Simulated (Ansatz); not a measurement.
## A computed series for WS2: response to strain

Base system: WS$_{2}$ (space group P6_3/mmc, No. 194; a = 3.115 Å, c = 11.772 Å; layered, stacked along the Cartesian z axis). Axes: x lies along a and z along c of the hexagonal cell.

Strains are applied to the cell and any free atomic positions relax.

Calculations: DFT with PBEsol-D3(BJ), PAW potentials and a 420 eV plane-wave cutoff in Ansatz (a program for electronic structure), no spin-orbit coupling.

Notes on the quantities. energy relative to the base: free energy F.

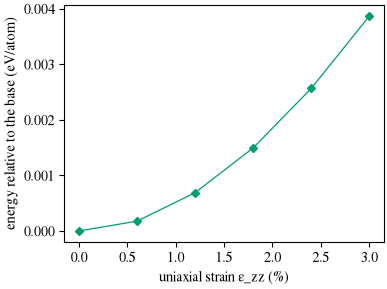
Figure: Energy relative to the base against uniaxial strain ε_zz

From the plot, what is the energy relative to the base for uniaxial strain ε_zz = +2.40 %?

About 0.0026 eV/atom.

Is the trend monotonic over the range shown?

Yes, it rises throughout, spanning 0 meV/atom to +3.9 meV/atom.

Stability against distortions was not tested.
